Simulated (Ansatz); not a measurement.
# A defect in a wire: Ta wire along [110], 5 atoms a period, vacancy of one Ta, part 3 of 4

What does the defect do to the conductance?

Ansatz 0.2.0; DFT PBE, plane waves, PAW; relaxation of a wire's period (the session's first sound run).

So far, conductance of the lead as this run defines it (G₀): step 3 (bands of the perfect wire) 1.91.

## Step 4: Relaxation of the scattering region

This step: DFT PBE, plane waves, PAW; relaxation of a junction in a wire, ends held (Ansatz 0.2.0).

System of this step: Ta wire along [110], 5 atoms a period, vacancy of one Ta. The cell holds 34 atoms: 34 Ta. Its edges and angles: a = 10.120 Å, b = 9.148 Å, c = 30.822 Å, α = 90.0°, β = 90.0°, γ = 90.0°. Regions: held atoms, 20 atoms (20 Ta); free atoms, 14 atoms (14 Ta). Vacuum lies along a and b. The structure's axis is c.

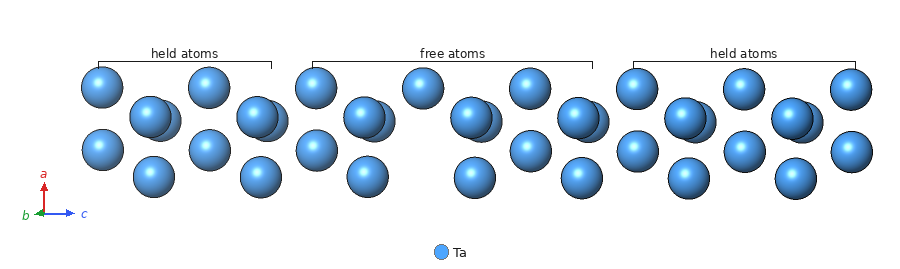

The cell of this step (tantalum blue). Some periodic images of atoms are drawn too.

14 atoms at the defect are free to relax, while 20 stay where the perfect wire has them, so that the ends still repeat as a lead. The cutoff is set under the files' recommended one to save time.

input.yaml reads:

```yaml
crystal:
  lattice:
    - [10.12, 0.0, 0.0]
    - [0.0, 9.148, 0.0]
    - [0.0, 0.0, 30.8221919271]
  atoms:
    - { symbol: Ta, position: [0.453421292, 0.445708503, 0.0] }
    - { symbol: Ta, position: [0.346757347, 0.514946609, 0.071428571] }
    - { symbol: Ta, position: [0.58942621, 0.613744177, 0.071428571] }
    - { symbol: Ta, position: [0.569812994, 0.331086164, 0.071428571] }
    - { symbol: Ta, position: [0.704613779, 0.466091834, 0.0] }
    - { symbol: Ta, position: [0.453421292, 0.445708503, 0.142857143] }
    - { symbol: Ta, position: [0.346757347, 0.514946609, 0.214285714] }
    - { symbol: Ta, position: [0.58942621, 0.613744177, 0.214285714] }
    - { symbol: Ta, position: [0.569812994, 0.331086164, 0.214285714] }
    - { symbol: Ta, position: [0.704613779, 0.466091834, 0.142857143] }
    - { symbol: Ta, position: [0.453421292, 0.445708503, 0.285714286] }
    - { symbol: Ta, position: [0.349721774, 0.520412285, 0.357142857], spin: 0.6 }
    - { symbol: Ta, position: [0.58942621, 0.613744177, 0.357142857] }
    - { symbol: Ta, position: [0.569812994, 0.331086164, 0.357142857] }
    - { symbol: Ta, position: [0.704613779, 0.466091834, 0.285714286] }
    - { symbol: Ta, position: [0.346757347, 0.514946609, 0.5] }
    - { symbol: Ta, position: [0.58942621, 0.613744177, 0.5] }
    - { symbol: Ta, position: [0.569812994, 0.331086164, 0.5] }
    - { symbol: Ta, position: [0.704613779, 0.466091834, 0.428571429] }
    - { symbol: Ta, position: [0.453421292, 0.445708503, 0.571428571] }
    - { symbol: Ta, position: [0.346757347, 0.514946609, 0.642857143] }
    - { symbol: Ta, position: [0.58942621, 0.613744177, 0.642857143] }
    - { symbol: Ta, position: [0.569812994, 0.331086164, 0.642857143] }
    - { symbol: Ta, position: [0.704613779, 0.466091834, 0.571428571] }
    - { symbol: Ta, position: [0.453421292, 0.445708503, 0.714285714] }
    - { symbol: Ta, position: [0.346757347, 0.514946609, 0.785714286] }
    - { symbol: Ta, position: [0.58942621, 0.613744177, 0.785714286] }
    - { symbol: Ta, position: [0.569812994, 0.331086164, 0.785714286] }
    - { symbol: Ta, position: [0.704613779, 0.466091834, 0.714285714] }
    - { symbol: Ta, position: [0.453421292, 0.445708503, 0.857142857] }
    - { symbol: Ta, position: [0.346757347, 0.514946609, 0.928571429] }
    - { symbol: Ta, position: [0.58942621, 0.613744177, 0.928571429] }
    - { symbol: Ta, position: [0.569812994, 0.331086164, 0.928571429] }
    - { symbol: Ta, position: [0.704613779, 0.466091834, 0.857142857] }
magnetization:
  spin_polarized: true
kpoints:
  mp_grid: { grid: [1, 1, 1] }
scf:
  occupations: { method: fermi_dirac, width: 0.1 }
hamiltonian:
  xc: pbe
relax:
  constraints:
    - { sites: [0, 1, 2, 3, 4, 5, 6, 7, 8, 9, 24, 25, 26, 27, 28, 29, 30, 31, 32, 33] }
  f_tol: 0.06
  max_steps: 35
basis:
  ecutwfc: "350 eV"
```

Started as:

```sh
$ ansatz run input.yaml --threads 4 --pin off --max-ram 16384MiB --backend cpu --events-out ev --progress --plain --runs-dir out
```

Numbers of over 12 decimals in the logs are rounded to 6 here.

The program printed:

```text
[...]
Crystal: 34 atoms, lattice volume = 2853.449 Å³
Basis set: ecut = 350 eV, 42379 PW (Γ), exchange–correlation on 128×120×384 points (8 copies of the dense FFT grid, shifted against one another)
Bands: 266, of which v1, the nominal top of the filled ones, is band 221 counted from 1 (220 counted from 0)
Symmetry: 1 space group operations
[...]
k-points: 1
[...]
Starting moments: Σ|m| = 0.6 μB on 1 of 34 sites
[...]
SCF iter   1: F=—  HF=-337669.369287 eV  |F-HF|=—  |Δ(HF+E_count)|=         —  Δρ=2.26e-2 (↑2.26e-2 ↓2.25e-2)  dr2=3.17e2  dr2_m=1.53e-2  M=0.422 μB ∫|m|=0.588 μB  β_m=0.30  ethr=3.10e-3  ⟨swp⟩=9.0  Hψ=2307  notcnv=0
[...]
spin=Collinear: LDOS preconditioning applied to the charge; magnetization (m = ρ↑ − ρ↓) channel mixes plain (no charge-response kernel on spin).
SCF iter   2: F=—  HF=-337618.377770 eV  |F-HF|=—  |Δ(HF+E_count)|=    5.10e1  Δρ=1.18e-2 (↑1.18e-2 ↓1.18e-2)  dr2=6.81e1  dr2_m=6.57e-3  M=0.398 μB ∫|m|=0.578 μB  β_m=0.39  ethr=3.10e-3  ⟨swp⟩=9.0  Hψ=1498  notcnv=0
[...]
SCF iter  12: F=-337608.910227 eV  HF=-337608.910238 eV  |F-HF|=1.13e-5  |Δ(HF+E_count)|=   9.44e-5  Δρ=1.75e-5 (↑1.67e-5 ↓1.75e-5)  dr2=2.74e-5  dr2_m=6.01e-6  M=0.032 μB ∫|m|=0.108 μB  ethr=1.61e-8  ⟨swp⟩=2.0  Hψ=1925  notcnv=0
WARN: the net moment that the starting moments add up to was not kept: the SCF closed with a net magnetisation of 3.2e-2 μB in size, at most 0.1 of the 0.6 μB that the starting moments add up to as vectors. Its absolute magnetisation is 1.1e-1 μB, where they sum to 0.6 μB in size (1 site): that figure counts also what cancels out within the cell. The system's net moment may be that small; this SCF shows only that its start led to no larger one. To try another start: change the starting moments (crystal.atoms[].spin, magnetization.per_species, magnetization.initial_magnetization, or on a non-collinear deck that types none of these the spinor_matrix: [rest of the remark cut]
SCF 1 converged in 12 iterations: F = -337608.910227 eV  dr2 = 2.74e-5
[...]
relax step   1: F+E_penalty+E_count = -337608.91022675 eV  Δ(F+E_penalty+E_count) = +0.000e0 eV  max|allowed force component| = 1.448e0 eV/Å  Δτ_max = 0.0000 Å  (12 SCF iters, dr2 threshold 9.00e-5 eV, accepted)
[...]
Starting moments: Σ|m| = 0.6 μB on 1 of 34 sites; this step starts from the density that it was given
[...]
SCF iter   7: F=-337609.812844 eV  HF=-337609.812852 eV  |F-HF|=7.30e-6  |Δ(HF+E_count)|=   3.29e-5  Δρ=1.04e-5 (↑1.01e-5 ↓1.04e-5)  dr2=1.90e-5  dr2_m=8.94e-7  M=0.011 μB ∫|m|=0.030 μB  ethr=2.26e-8  ⟨swp⟩=2.0  Hψ=1660  notcnv=0
WARN: the starting moments were not kept: the SCF closed with an absolute magnetisation of 3.0e-2 μB, where they sum to 0.6 μB in size (1 site). That is at most 0.1 of that sum. Measured as dr2_m measures the in/out step, that magnetisation stands 2.3e-5 eV from none, at or under the dr2_threshold of 1.0e-4 eV: it is no larger than a step whose dr2_m would equal this threshold. The system may hold no moment; this SCF [...]
SCF 2 converged in 7 iterations: F = -337609.812844 eV  dr2 = 1.90e-5
[...]
relax step   2: F+E_penalty+E_count = -337609.81284429 eV  Δ(F+E_penalty+E_count) = -9.026e-1 eV  max|allowed force component| = 1.319e0 eV/Å  Δτ_max = 0.1949 Å  (7 SCF iters, dr2 threshold 1.00e-4 eV, accepted)
[...]
SCF iter   7: F=-337610.459386 eV  HF=-337610.459391 eV  |F-HF|=4.76e-6  |Δ(HF+E_count)|=   1.25e-5  Δρ=6.81e-6 (↑5.77e-6 ↓6.81e-6)  dr2=1.01e-5  dr2_m=3.12e-7  M=-0.000 μB ∫|m|=0.012 μB  ethr=8.19e-9  ⟨swp⟩=4.0  Hψ=1356  notcnv=0
the starting moments were not kept: the SCF closed with an absolute magnetisation of 1.2e-2 μB, where they sum to 0.6 μB in size (1 site). That is at most 0.1 of that sum. Measured as dr2_m measures the in/out step, that magnetisation stands 2.4e-6 eV from none, at or under the dr2_threshold of 1.0e-4 eV: it is no larger than a step whose dr2_m would equal this threshold.
SCF 3 converged in 7 iterations: F = -337610.459386 eV  dr2 = 1.01e-5
[...]
relax step   3: F+E_penalty+E_count = -337610.45938640 eV  Δ(F+E_penalty+E_count) = -6.465e-1 eV  max|allowed force component| = 1.203e0 eV/Å  Δτ_max = 0.1908 Å  (7 SCF iters, dr2 threshold 1.00e-4 eV, accepted)
[... from here on, the SCF cycles and remarks between the steps are left out ...]
relax step   4: F+E_penalty+E_count = -337611.04053977 eV  Δ(F+E_penalty+E_count) = -5.812e-1 eV  max|allowed force component| = 1.048e0 eV/Å  Δτ_max = 0.1950 Å  (7 SCF iters, dr2 threshold 1.00e-4 eV, accepted)
relax step   5: F+E_penalty+E_count = -337611.56208973 eV  Δ(F+E_penalty+E_count) = -5.215e-1 eV  max|allowed force component| = 8.117e-1 eV/Å  Δτ_max = 0.1950 Å  (7 SCF iters, dr2 threshold 1.00e-4 eV, accepted)
relax step   6: F+E_penalty+E_count = -337612.19201444 eV  Δ(F+E_penalty+E_count) = -6.299e-1 eV  max|allowed force component| = 1.454e0 eV/Å  Δτ_max = 0.1949 Å  (7 SCF iters, dr2 threshold 1.00e-4 eV, accepted)
relax step   7: F+E_penalty+E_count = -337612.84270914 eV  Δ(F+E_penalty+E_count) = -6.507e-1 eV  max|allowed force component| = 1.108e0 eV/Å  Δτ_max = 0.1901 Å  (7 SCF iters, dr2 threshold 1.00e-4 eV, accepted)
relax step   8: F+E_penalty+E_count = -337613.06560242 eV  Δ(F+E_penalty+E_count) = -2.229e-1 eV  max|allowed force component| = 1.440e0 eV/Å  Δτ_max = 0.1950 Å  (6 SCF iters, dr2 threshold 1.00e-4 eV, accepted)
relax step   9: F+E_penalty+E_count = -337613.22340851 eV  Δ(F+E_penalty+E_count) = -1.578e-1 eV  max|allowed force component| = 6.275e-1 eV/Å  Δτ_max = 0.2000 Å  (7 SCF iters, dr2 threshold 1.00e-4 eV, accepted)
relax step  10: F+E_penalty+E_count = -337613.36736383 eV  Δ(F+E_penalty+E_count) = -1.440e-1 eV  max|allowed force component| = 4.489e-1 eV/Å  Δτ_max = 0.1950 Å  (7 SCF iters, dr2 threshold 7.48e-5 eV, accepted)
relax step  11: F+E_penalty+E_count = -337613.44374550 eV  Δ(F+E_penalty+E_count) = -7.638e-2 eV  max|allowed force component| = 5.271e-1 eV/Å  Δτ_max = 0.1972 Å  (7 SCF iters, dr2 threshold 3.83e-5 eV, accepted)
relax step  12: F+E_penalty+E_count = -337613.50562804 eV  Δ(F+E_penalty+E_count) = -6.188e-2 eV  max|allowed force component| = 2.723e-1 eV/Å  Δτ_max = 0.1697 Å  (7 SCF iters, dr2 threshold 1.00e-4 eV, accepted)
relax step  13: F+E_penalty+E_count = -337613.57652823 eV  Δ(F+E_penalty+E_count) = -7.090e-2 eV  max|allowed force component| = 1.975e-1 eV/Å  Δτ_max = 0.2000 Å  (7 SCF iters, dr2 threshold 1.98e-5 eV, accepted)
relax step  14: F+E_penalty+E_count = -337613.65994270 eV  Δ(F+E_penalty+E_count) = -8.341e-2 eV  max|allowed force component| = 3.966e-1 eV/Å  Δτ_max = 0.1948 Å  (8 SCF iters, dr2 threshold 1.04e-5 eV, accepted)
relax step  15: F+E_penalty+E_count = -337613.72801569 eV  Δ(F+E_penalty+E_count) = -6.807e-2 eV  max|allowed force component| = 5.599e-1 eV/Å  Δτ_max = 0.1975 Å  (7 SCF iters, dr2 threshold 8.28e-5 eV, accepted)
relax step  16: F+E_penalty+E_count = -337613.88752111 eV  Δ(F+E_penalty+E_count) = -1.595e-1 eV  max|allowed force component| = 4.956e-1 eV/Å  Δτ_max = 0.1601 Å  (7 SCF iters, dr2 threshold 1.00e-4 eV, accepted)
relax step  17: F+E_penalty+E_count = -337613.96433502 eV  Δ(F+E_penalty+E_count) = -7.681e-2 eV  max|allowed force component| = 6.224e-1 eV/Å  Δτ_max = 0.1936 Å  (7 SCF iters, dr2 threshold 1.00e-4 eV, accepted)
relax step  18: F+E_penalty+E_count = -337613.94814702 eV  Δ(F+E_penalty+E_count) = +1.619e-2 eV  max|allowed force component| = 6.316e-1 eV/Å  Δτ_max = 0.1317 Å  (7 SCF iters, dr2 threshold 1.00e-4 eV, rejected (line search))
relax step  19: F+E_penalty+E_count = -337614.01546730 eV  Δ(F+E_penalty+E_count) = -5.113e-2 eV  max|allowed force component| = 1.487e-1 eV/Å  Δτ_max = 0.0637 Å  (11 SCF iters, accepted)
relax step  20: F+E_penalty+E_count = -337614.02298042 eV  Δ(F+E_penalty+E_count) = -7.513e-3 eV  max|allowed force component| = 1.357e-1 eV/Å  Δτ_max = 0.1000 Å  (9 SCF iters, accepted)
SCF iter   1: F=—  HF=-337614.037349 eV  |F-HF|=—  |Δ(HF+E_count)|=         —  Δρ=6.30e-4 (↑6.30e-4 ↓6.27e-4)  dr2=1.28e-1  dr2_m=1.51e-4  M=0.000 μB ∫|m|=0.005 μB  β_m=0.65  ethr=1.98e-4  ⟨swp⟩=3.0  Hψ=914  notcnv=0
[...]
SCF iter   8: F=-337614.030220 eV  HF=-337614.030220 eV  |F-HF|=3.89e-8  |Δ(HF+E_count)|=   1.15e-7  Δρ=5.08e-7 (↑5.08e-7 ↓5.00e-7)  dr2=8.48e-8  dr2_m=9.60e-11  M=0.000 μB ∫|m|=0.000 μB  ethr=2.26e-11  ⟨swp⟩=2.5  Hψ=2027  notcnv=0
[...]
SCF 21 converged in 8 iterations: F = -337614.030220 eV  dr2 = 8.48e-8
relax step  21: F+E_penalty+E_count = -337614.03021980 eV  Δ(F+E_penalty+E_count) = -7.239e-3 eV  max|allowed force component| = 5.641e-2 eV/Å  Δτ_max = 0.0340 Å  (8 SCF iters, accepted)
SCF converged after 8 iterations
Magnetization: 0.0000 μB (221.0000 up, 221.0000 down)
Absolute magnetization: 0.0002 μB (∫|ρ↑−ρ↓|, with the PAW one-centre terms)
[...]
Per-site moments (μB) at R_I (Å): [(-2.3617319357979248e-7, 1.044639), (1.220091304355398e-6, 1.044639), (-9.151291480643555e-7, 1.069762), (-7.050712532356459e-7, 1.069762), (2.641956290951336e-7, 1.051420), (-8.764075617472125e-7, 1.044639), (2.053759205662791e-6, 1.044639), (-1.0204203454226606e-6, 1.069762), (1.8670457142090074e-6, 1.069762), (-7.193080815870299e-7, 1.051420), (1.4616793373515774e-6, 1.063549), ( [...]
Free energy (F): -337614.030220 eV
[...]
Internal energy: -337612.663541 eV  (E = F + TS)
E sigma→0 (E₀):  -337613.346880 eV
Entropy (-TS):   -1.366679 eV (-40.196 meV/atom)
Fermi energy:    1.554309 eV
[...]
--- Forces (eV/Å), atoms counted from 1 ---
  atom   1  Ta     0.09599784    -0.00382639     0.02941159
  atom   2  Ta    -0.14550284     0.03773781    -0.01118859
  atom   3  Ta     0.01668879    -0.06557251    -0.01466157
  atom   4  Ta     0.07157980     0.02046540    -0.03442983
  atom   5  Ta     0.03375406    -0.00146915    -0.00832021
  atom   6  Ta     0.03164556     0.07575001     0.16275145
  atom   7  Ta     0.47487606    -0.22558395     1.13918169
  atom   8  Ta     0.15629339    -0.48796945     0.11742127
  atom   9  Ta    -0.52419179     0.63714476     0.62842301
  atom  10  Ta    -0.07733845    -0.01529655    -0.08931597
  atom  11  Ta    -0.03663933    -0.03315596    -0.00364807
  atom  12  Ta     0.00744818    -0.01709213    -0.03130702
  atom  13  Ta    -0.00428628     0.04834206     0.02204916
  atom  14  Ta    -0.01058216     0.02561891     0.01257457
  atom  15  Ta     0.02348950    -0.01227972    -0.01503702
  atom  16  Ta    -0.00022936    -0.03859994    -0.01420121
  atom  17  Ta    -0.01437354     0.05641453    -0.00782473
  atom  18  Ta     0.02651328    -0.00674724     0.00375471
  atom  19  Ta     0.02876231     0.01403717     0.00371728
  atom  20  Ta     0.00093959    -0.03397322     0.03236326
  atom  21  Ta     0.01068486    -0.00117204    -0.00176275
  atom  22  Ta     0.00752713     0.02981768    -0.00400449
  atom  23  Ta    -0.00359117     0.00708046     0.00921710
  atom  24  Ta    -0.02567374    -0.00720541    -0.01198440
  atom  25  Ta     0.75354363    -0.01069563    -1.68185539
  atom  26  Ta    -0.07791470     0.05250149     0.04848210
  atom  27  Ta    -0.02374483    -0.19608464    -0.16006198
  atom  28  Ta     0.07560920    -0.01321276    -0.09845365
  atom  29  Ta    -0.73938776     0.16030063    -0.04052060
  atom  30  Ta    -0.05131122     0.05511162     0.10279987
  atom  31  Ta    -0.12732151     0.02463989    -0.02160892
  atom  32  Ta    -0.02498638    -0.07251951    -0.01509067
  atom  33  Ta    -0.00489113     0.00205029    -0.03578280
  atom  34  Ta     0.07653079    -0.00450247    -0.01101909
  max |Σ_I F_I| component: 8.22e-5 eV/Å
--- Relaxed structure (21 steps of the walk, 20 accepted, 0 SCFs on fresh bases) ---
  F+E_penalty+E_count = -337614.03021980 eV   max|allowed force component| = 5.641e-2 eV/Å
  atoms:
    - { symbol: Ta, position: [0.453421, 0.445709, 0.0] }
    - { symbol: Ta, position: [0.346757, 0.514947, 0.071428571] }
    - { symbol: Ta, position: [0.589426, 0.613744, 0.071428571] }
    - { symbol: Ta, position: [0.569812994, 0.331086, 0.071428571] }
    - { symbol: Ta, position: [0.704614, 0.466092, 0.0] }
    - { symbol: Ta, position: [0.453421, 0.445709, 0.142857143] }
    - { symbol: Ta, position: [0.346757, 0.514947, 0.214286] }
    - { symbol: Ta, position: [0.589426, 0.613744, 0.214286] }
    - { symbol: Ta, position: [0.569812994, 0.331086, 0.214286] }
    - { symbol: Ta, position: [0.704614, 0.466092, 0.142857143] }
    - { symbol: Ta, position: [0.457549, 0.473480, 0.293753] }
    - { symbol: Ta, position: [0.465713, 0.631188, 0.391137] }
    - { symbol: Ta, position: [0.631973, 0.665884, 0.326096] }
    - { symbol: Ta, position: [0.597494, 0.396111, 0.372311] }
    - { symbol: Ta, position: [0.709338, 0.451308, 0.282815] }
    - { symbol: Ta, position: [0.434801, 0.419886, 0.448478] }
    - { symbol: Ta, position: [0.525875, 0.622003, 0.500987] }
    - { symbol: Ta, position: [0.648386, 0.341062, 0.482191] }
    - { symbol: Ta, position: [0.686814, 0.577015, 0.433723] }
    - { symbol: Ta, position: [0.481159, 0.396782, 0.554278] }
    - { symbol: Ta, position: [0.360082, 0.446233, 0.631205] }
    - { symbol: Ta, position: [0.577535, 0.593070, 0.632224] }
    - { symbol: Ta, position: [0.594379, 0.324434, 0.638730] }
    - { symbol: Ta, position: [0.708783, 0.501715, 0.553210] }
    - { symbol: Ta, position: [0.453421, 0.445709, 0.714285714] }
    - { symbol: Ta, position: [0.346757, 0.514947, 0.785714] }
    - { symbol: Ta, position: [0.589426, 0.613744, 0.785714] }
    - { symbol: Ta, position: [0.569812994, 0.331086, 0.785714] }
    - { symbol: Ta, position: [0.704614, 0.466092, 0.714285714] }
    - { symbol: Ta, position: [0.453421, 0.445709, 0.857142857] }
    - { symbol: Ta, position: [0.346757, 0.514947, 0.928571429] }
    - { symbol: Ta, position: [0.589426, 0.613744, 0.928571429] }
    - { symbol: Ta, position: [0.569812994, 0.331086, 0.928571429] }
    - { symbol: Ta, position: [0.704614, 0.466092, 0.857142857] }
```

Run time: 9.4 min. Hardware: 4 threads of Arm Neoverse V1, shared host; peak memory 3.2 GiB.

Relaxation path:

```csv
step,energy less that of the first step (eV),largest force component (eV/Å)
1,0.0000,1.4479
2,-0.9026,1.3190
3,-1.5492,1.2034
4,-2.1303,1.0482
5,-2.6519,0.8117
6,-3.2818,1.4540
7,-3.9325,1.1081
8,-4.1554,1.4400
9,-4.3132,0.6275
10,-4.4571,0.4489
11,-4.5335,0.5271
12,-4.5954,0.2723
13,-4.6663,0.1975
14,-4.7497,0.3966
15,-4.8178,0.5599
16,-4.9773,0.4956
17,-5.0541,0.6224
18,-5.0379,0.6316
19,-5.1052,0.1487
20,-5.1128,0.1357
21,-5.1200,0.0564
```

Relaxation step 18 was tried and not accepted.

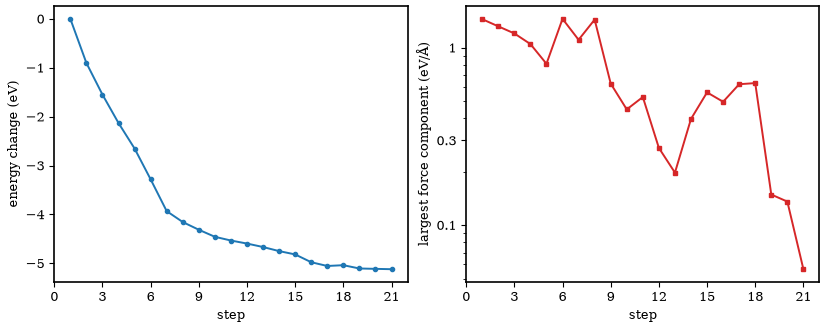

Energy and largest force along the relaxation.

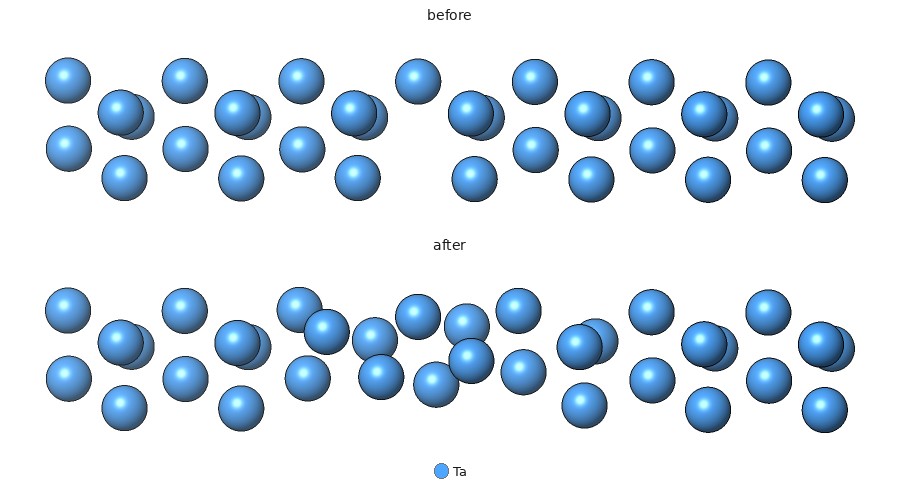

The structure before and after the relaxation, drawn at the same scale.

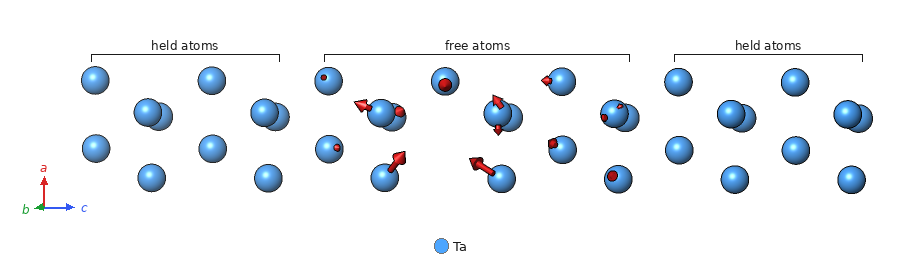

Displacements in the relaxation, scaled; the longest in the cell stands for 2.02 Å.

The atoms that moved most (Å):

```csv
atom,dx,dy,dz,length
Ta16,0.891,-0.870,-1.588,2.018
Ta12,1.174,1.013,1.048,1.872
Ta13,0.431,0.477,-0.957,1.153
Ta19,-0.180,1.015,0.159,1.043
Ta18,0.795,0.091,-0.549,0.971
Ta14,0.280,0.595,0.468,0.807
Ta20,0.281,-0.448,-0.529,0.747
Ta21,0.135,-0.629,-0.359,0.736
```

This step gave:

```
energy at zero smearing : -337613.3469 eV
```

The largest force component on a free atom ends at 0.056 eV/Å, under the limit of 0.06.  10 atoms of the wire itself, hydrogen apart, moved by over 0.45 Å, up to 2.02 Å.

[end of part 3 of 4]

[Logs are printed without paths, hosts, clocks, repeated set-up lines and the standing remarks that a program may print on its own settings, such as how far it seeks lower states.]

[Hosts, paths, dates, database ids (printed as entryN), source tags and the programs' standing remarks are cut or masked in the printed files.]
